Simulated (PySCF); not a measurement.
```xyz
16

O     0.0472   -0.0055   -1.9682
Si   -1.1235    1.1328   -1.6651
O    -1.3453    1.2921   -0.0419
Si   -1.0894    1.0084    1.5617
O     0.3570    0.2481    1.7805
Si    1.7010   -0.6384    1.4416
O     1.6604   -1.1600   -0.1345
Si    0.6532   -1.4144   -1.3977
F    -0.5987   -2.2894   -0.8604
H    -0.6429    2.4192   -2.2270
H    -2.4019    0.6977   -2.2835
H    -1.0438    2.3137    2.2681
H    -2.1768    0.1370    2.0770
H     2.9048    0.2153    1.5988
H     1.7364   -1.8224    2.3371
H     1.3510   -2.1452   -2.4643
```

Geometry: PBE0-D3(BJ)/def2-SVP.

Theory: PySCF 2.14.0, PBE0/pcSseg-1, SCF density, gas phase, non-relativistic.

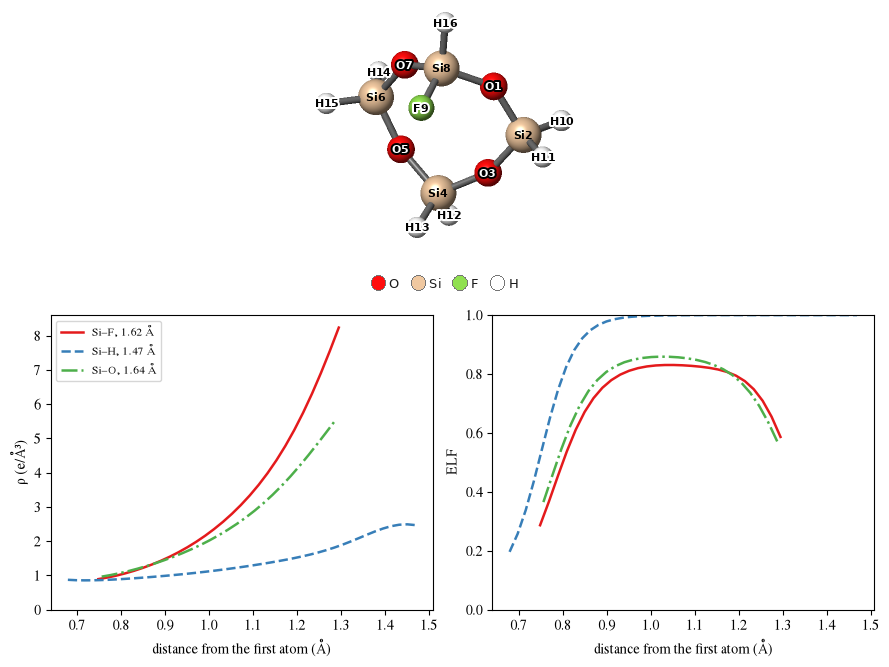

FH7O4Si4 (SMILES F[SiH]1O[SiH2]O[SiH2]O[SiH2]O1). Total electron density and electron localisation function along straight lines between neighbouring atoms. The curves leave out the atomic cores. The structure is drawn too.

> Compare the contacts.

Si–F (1.62 Å): ρ is about 1.1 e/Å³ halfway; the ELF peaks at about 0.85 in the valence shell of F, 0.6 Å from its nucleus, and is about 0.55 at the midpoint.
Si–H (1.47 Å): ρ at the midpoint is about 0.86 e/Å³; the ELF climbs to about 1 towards the hydrogen, as it does in any bond to H.
Si–O (1.64 Å): the density is about 1.1 e/Å³ at the midpoint; the ELF peaks at about 0.85 between the atoms: a polar covalent bond.
